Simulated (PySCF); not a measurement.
## NMR shielding calculation, with input and output: C4H3Cl2FO2

The run: NMR shielding calculation of C4H3Cl2FO2. Method and program: GIAO PBE0/pcSseg-1 NMR shielding, non-relativistic, gas phase (PySCF 2.14.0).

The geometry comes from this level: GFN2-xTB. Figures and captions count atoms from 1; the log counts them from 0 in places.

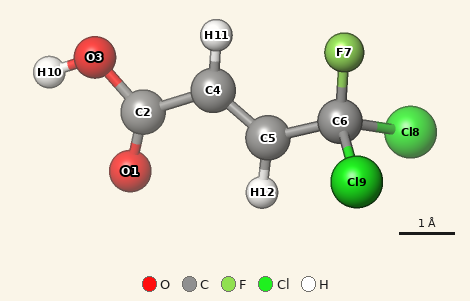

Figure 1. The structure (ball-and-stick view, seen at a tilt; atoms are numbered from 1 in the order of the input). Bond lengths as drawn: C–C 1.33 to 1.48 Å, C–Cl 1.79 Å, C–F 1.35 Å, C–H 1.08 Å, C–O 1.20 to 1.33 Å and H–O 0.97 Å.

Input file
```
{"job": {"kind": "nmr", "xc": "PBE0", "basis": "pcSseg-1"}, "charge": 0, "multiplicity": 1}
O     -2.139964    -1.018738     0.689990
C     -1.809020    -0.107097    -0.020190
O     -2.677337     0.660837    -0.682088
C     -0.410360     0.312416    -0.277538
C      0.597510    -0.333507     0.299075
C      2.027389     0.012042     0.103714
F      2.203262     1.059667    -0.725947
Cl     2.898907    -1.384817    -0.597293
Cl     2.768781     0.437873     1.675774
H     -3.589281     0.378349    -0.507028
H     -0.276031     1.150915    -0.943467
H      0.407342    -1.168626     0.958973
```

The first line tells a small driver script what to run in PySCF; the rest is the geometry in Å.

Run as:
```bash
OMP_NUM_THREADS=1 python <driver script> task.json out
```

Output
```
coarse grid: 12712 points
cycle   1  E = -1323.7785480641  dE =  1.633e+00  |g| = 1.121e+00  |ddm| = 3.364e+00
cycle   2  E = -1323.2288884190  dE =  5.497e-01  |g| = 2.038e+00  |ddm| = 2.596e+00
cycle   3  E = -1324.0074227326  dE = -7.785e-01  |g| = 3.018e-01  |ddm| = 1.925e+00
cycle   4  E = -1324.0225442952  dE = -1.512e-02  |g| = 1.112e-01  |ddm| = 2.643e-01
cycle   5  E = -1324.0244434512  dE = -1.899e-03  |g| = 3.246e-02  |ddm| = 8.569e-02
cycle   6  E = -1324.0246700155  dE = -2.266e-04  |g| = 1.140e-02  |ddm| = 3.545e-02
cycle   7  E = -1324.0246965673  dE = -2.655e-05  |g| = 3.050e-03  |ddm| = 9.525e-03
cycle   8  E = -1324.0246986858  dE = -2.119e-06  |g| = 7.072e-04  |ddm| = 2.997e-03
final grid: 118464 points
cycle   9  E = -1324.1029883191  dE = -3.393e-05  |g| = 1.135e-02  |ddm| = 2.760e-02
cycle  10  E = -1324.1029475835  dE =  4.074e-05  |g| = 1.854e-02  |ddm| = 2.207e-02
cycle  11  E = -1324.1030105036  dE = -6.292e-05  |g| = 2.453e-03  |ddm| = 1.499e-02
cycle  12  E = -1324.1030114352  dE = -9.315e-07  |g| = 8.587e-04  |ddm| = 2.087e-03
cycle  13  E = -1324.1030115583  dE = -1.232e-07  |g| = 1.154e-04  |ddm| = 5.928e-04
cycle  14  E = -1324.1030115603  dE = -2.002e-09  |g| = 6.310e-05  |ddm| = 1.309e-04
cycle  15  E = -1324.1030115612  dE = -8.743e-10  |g| = 1.778e-05  |ddm| = 6.124e-05
```

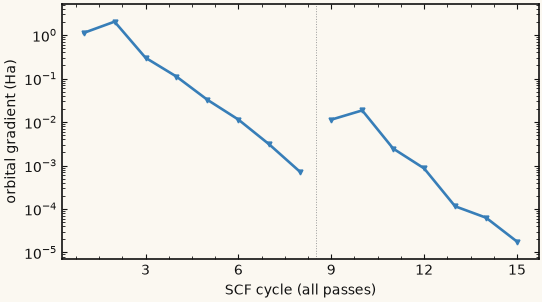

Figure 2. Convergence of the self-consistent field: orbital gradient against the SCF cycle. The dotted line marks the change from a coarse to the final integration grid. The first 8 cycles use a coarse grid, the final grid takes over at cycle 9, and the field converges after 15 cycles in all.

```
converged SCF energy = -1324.1030115612

GIAO shielding tensors (ppm)
atom      isotropic    diamagn.    paramagn.     s11        s22        s33       span
  0 O      -81.545     402.725    -484.269   -306.692   -232.273    294.331    601.024
  1 C       17.414     247.071    -229.658    -82.973     58.960     76.254    159.227
  2 O      122.142     389.498    -267.356    -24.828    149.577    241.678    266.506
  3 C       61.845     253.385    -191.540    -32.107     67.082    150.561    182.668
  4 C       32.665     256.131    -223.466    -82.931     49.613    131.313    214.244
  5 C       53.349     234.849    -181.499     34.037     53.792     72.219     38.182
  6 F      249.261     472.870    -223.609    170.081    288.340    289.361    119.280
  7 Cl     495.654    1144.202    -648.548    177.953    347.436    961.573    783.620
  8 Cl     495.536    1144.206    -648.669    177.730    347.271    961.608    783.878
  9 H       25.263      28.076      -2.813     20.151     22.213     33.425     13.275
 10 H       25.508      30.974      -5.467     22.441     22.773     31.310      8.869
 11 H       24.477      30.577      -6.100     20.974     23.273     29.184      8.211
```

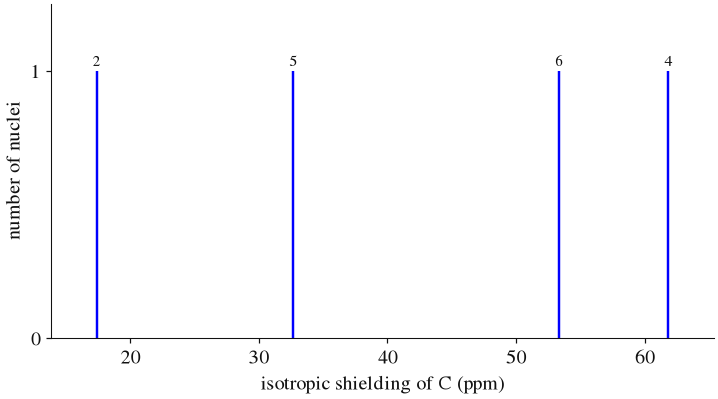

Figure 3. Isotropic shieldings of the carbon nuclei in this fixed geometry, labelled by atom number; shielding grows to the right, so chemical shift grows to the left. The least shielded is C2 (17.4 ppm), the most shielded C4 (61.8 ppm).

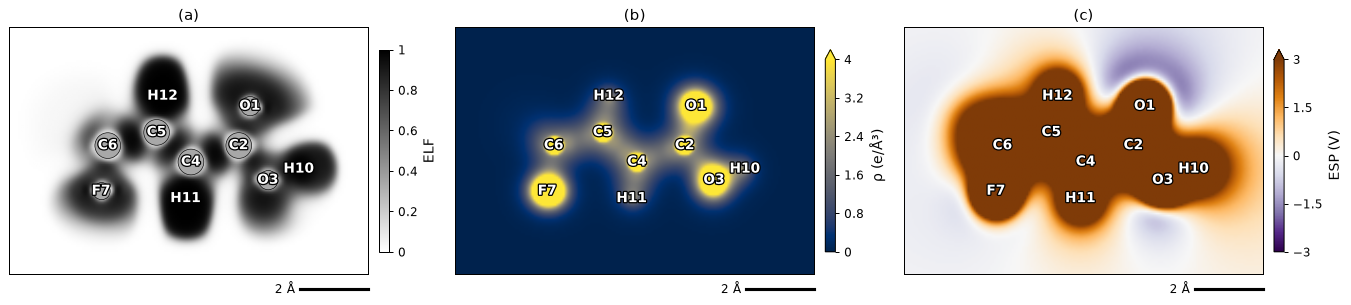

Figure 4. (a) electron localisation function; (b) total electron density; (c) electrostatic potential on the plane of atoms C4, C5 and H12. Grey discs, where drawn, cover atomic cores. Atoms in the plane: O, C, F and H. C–C (1.33 Å): ρ at the midpoint is about 2.3 e/Å³; the ELF peaks at about 0.90 between the atoms (a double or triple bond). C–F (1.35 Å): ρ is about 2.3 e/Å³ halfway, with its minimum of 1.8 e/Å³ about 0.5 Å from C; the ELF peaks at about 0.85 between the atoms (a shared but strongly polarised pair).

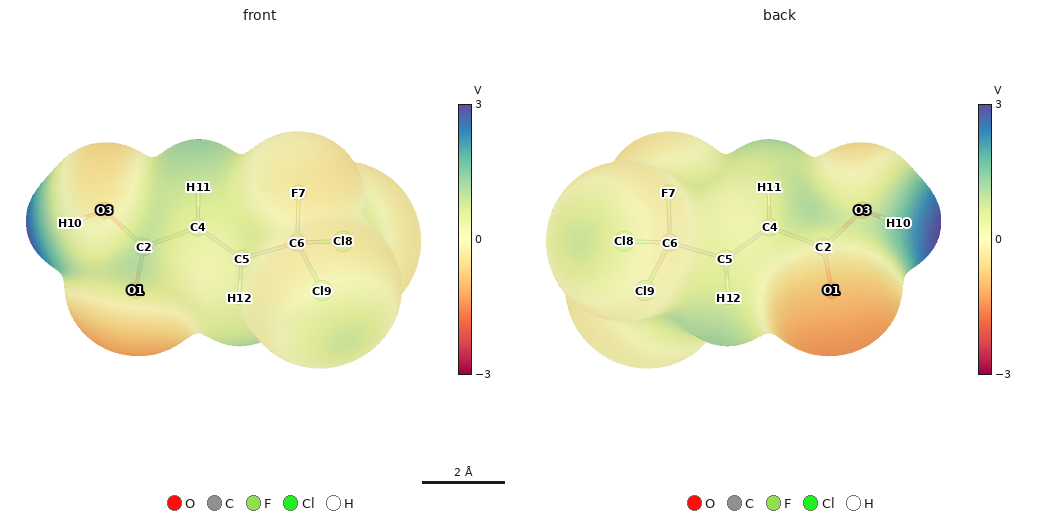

Figure 5. The molecular electrostatic potential painted on the density surface at 0.002 e/bohr³, seen at a tilt and from behind; red is negative and blue positive. Its dipole moment is 1.82 D.

Summary

- outcome: converged
- total energy: −1324.103012 hartree
- HOMO: −8.66 eV
- LUMO: −2.32 eV
- dipole moment: 1.82 D
- isotropic shielding, O: −81.5 to 122.1 ppm
- isotropic shielding, C: 17.4 to 61.8 ppm
- isotropic shielding, F: 249.3 ppm
- isotropic shielding, Cl: 495.5 to 495.7 ppm
- isotropic shielding, H: 24.5 to 25.5 ppm
- hardware: 1 CPU thread, shared host
- wall time: 80 s
- peak memory: 0.81 GiB
